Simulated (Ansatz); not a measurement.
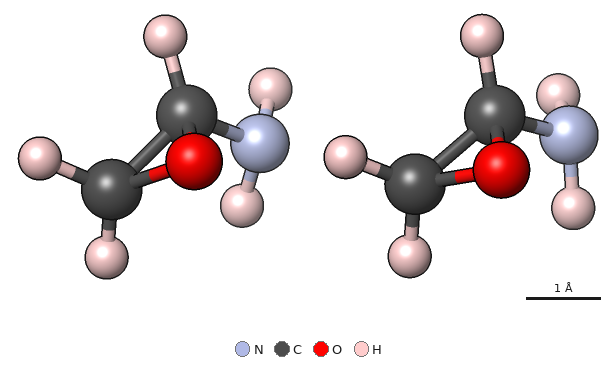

Two geometries of C2H5NO, drawn at one scale. One is the start of a relaxation, the other its converged end. The picture is a ball-and-stick view, seen from a free direction.

Computed with Ansatz, RKS B3LYP-D4/def2-SVP. Settings: no spin polarisation; force threshold 0.015 eV/Å; at most 40 steps.

Q: Which one is relaxed?

A: The right one is the relaxed one. The run prepares an end point of a later path (inversion) calculation, from a guessed geometry. An H atom moves most after the best rigid fit: 0.40 Å. Largest moves by element: H 0.40 Å, O 0.16 Å, N 0.13 Å, C 0.10 Å. Some distances before and after: C–H 1.033 → 1.100 Å, C–O 1.468 → 1.407 Å, H–N 1.070 → 1.018 Å, C–O 1.482 → 1.433 Å. Among the angles between lasting bonds that change: O–C–H 123.4° → 115.4°, H–N–H 102.1° → 109.1°, N–C–C 119.0° → 125.6°. Groups turn about C–N by about 30°. After 9 accepted moves (11 points after the start) the energy has fallen by 0.391 eV. Largest force component: 3.9 eV/Å at the start, 0.0062 eV/Å at the end. The line search rejected the trial steps at points 2, 7 of the run.
